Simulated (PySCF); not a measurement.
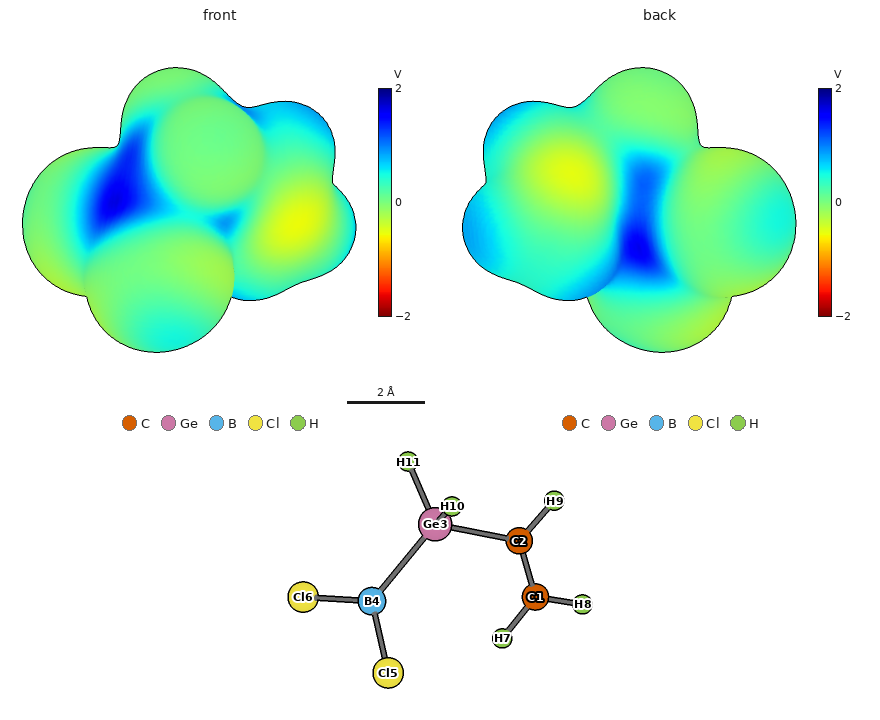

The picture shows: C2H5BCl2Ge (SMILES C=[CH][GeH2][B](Cl)Cl). The molecular electrostatic potential painted on the density surface at 0.002 e/bohr³, seen from the front and from behind; the colour scale runs from red (negative) to blue (positive). The bare structure is drawn below in the same view.

Geometry: GFN2-xTB.

These are results of CAM-B3LYP/def2-SVPD, SCF density, gas phase (PySCF 2.14.0), not measurements.

```yaml
atoms:
  - { symbol: C, position_ang: [-1.5395, 0.1734, -1.0702] }
  - { symbol: C, position_ang: [-1.1372, -0.7388, -0.2000] }
  - { symbol: Ge, position_ang: [0.5374, -0.6447, 0.8076] }
  - { symbol: B, position_ang: [1.6690, 0.9647, 0.3129] }
  - { symbol: Cl, position_ang: [1.1455, 2.5388, 0.7228] }
  - { symbol: Cl, position_ang: [3.1268, 0.7917, -0.5575] }
  - { symbol: H, position_ang: [-0.9510, 1.0529, -1.2848] }
  - { symbol: H, position_ang: [-2.4724, 0.0911, -1.6078] }
  - { symbol: H, position_ang: [-1.7638, -1.6022, -0.0160] }
  - { symbol: H, position_ang: [0.1446, -0.6706, 2.2579] }
  - { symbol: H, position_ang: [1.2461, -1.9535, 0.6090] }
```

Describe the electrostatic potential map.

The most negative region (about −0.5 V, or −12 kcal/mol for a unit charge) lies over the π face of C1 and C2, the most positive (about +1.6 V, or +37 kcal/mol for a unit charge) over B4. Cl5 shows a σ-hole: about +0.5 V, or +12 kcal/mol for a unit charge at the tip opposite its bond, against about 0.0 V on its flanks. Cl6 shows a σ-hole: about +0.5 V, or +12 kcal/mol for a unit charge at the tip opposite its bond, against about −0.1 V on its flanks.

How polar is the molecule by this calculation?

Its dipole moment is 0.51 D.
